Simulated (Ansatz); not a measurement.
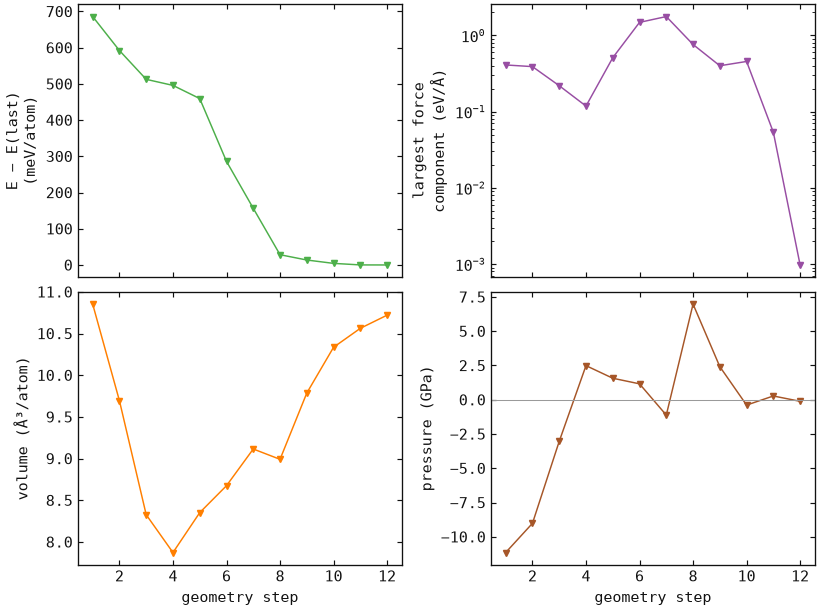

History of a geometry optimisation. Atoms and cell relax. A closing SCF on a freshly chosen basis isn't drawn.

The run: CaH5 (P6/mmm, 6 atoms in the cell), by Ansatz 0.2.0, DFT PBE, scalar-relativistic, plane waves, PAW; cutoff 420 eV, 6×6×4 k-mesh, Gaussian smearing of 0.1 eV.

**How did the optimisation end?**

The optimisation met its thresholds at geometry 12, counting the start as the first. The energy fell by about 690 meV/atom from the first step to the last. The largest force component goes from about 0.41 eV/Å at the start to 10⁻³ eV/Å at the end, with a peak of 1.8 eV/Å at step 7.

**Was the starting cell too large or too small?**

The volume shrinks from 10.9 to 10.7 Å³ per atom (−1 %), overshooting to 7.9 at step 4, as the pressure goes from −11 GPa to −0.11 GPa. The start was expanded.

**By which step was nine tenths of the energy gained?**

By step 8 of 12.
